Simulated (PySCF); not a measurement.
System: C₇H₁₂O (SMILES C1CC(C2COC2)C1).

```xyz
20

C     2.4540    0.1990   -0.0775
C     1.3349    1.2396   -0.2713
C     0.3148    0.1566    0.1408
C    -1.0239    0.0969   -0.5487
C    -2.0386   -0.9327   -0.0258
O    -2.9588    0.0857    0.3532
C    -2.0884    1.1143   -0.1071
C     1.3862   -0.9055   -0.1875
H     3.2816    0.1905   -0.8021
H     2.8820    0.2488    0.9355
H     1.2143    1.5065   -1.3341
H     1.3735    2.1687    0.3174
H     0.1568    0.1955    1.2335
H    -0.8803    0.0568   -1.6408
H    -1.6908   -1.5309    0.8371
H    -2.4598   -1.6214   -0.7798
H    -2.5412    1.7198   -0.9125
H    -1.7716    1.7952    0.7051
H     1.2805   -1.2600   -1.2259
H     1.4677   -1.7828    0.4720
```

Geometry: PBE0-D3(BJ)/def2-SVP.

Method: PySCF, PBE0/def2-SVPD, SCF density, gas phase.

Question: Predict the electron density and electron localisation function between the atoms.

Answer: C–O (1.42 Å): ρ at the midpoint is about 2.1 e/Å³, with its minimum of 1.7 e/Å³ about 0.5 Å from C; the ELF peaks at about 0.90 between the atoms: a polar covalent bond.

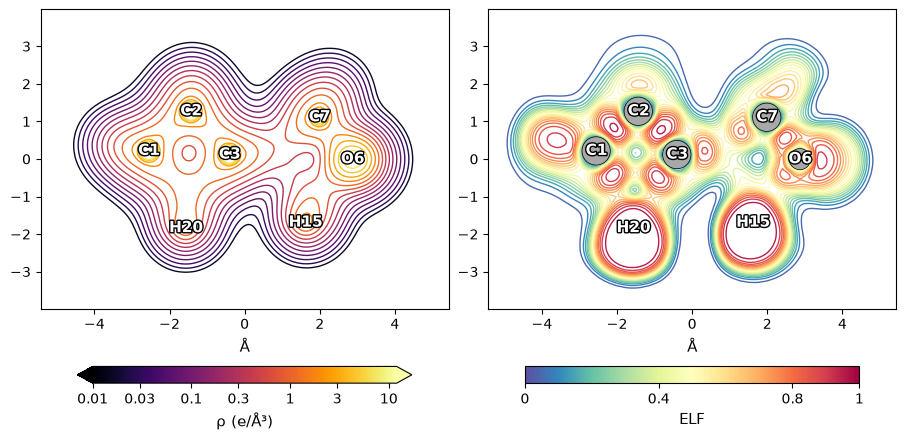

Computed electron density and electron localisation function on the plane of atoms C1, C2 and C3, in this order. Grey discs cover the atomic cores in the ELF map. 
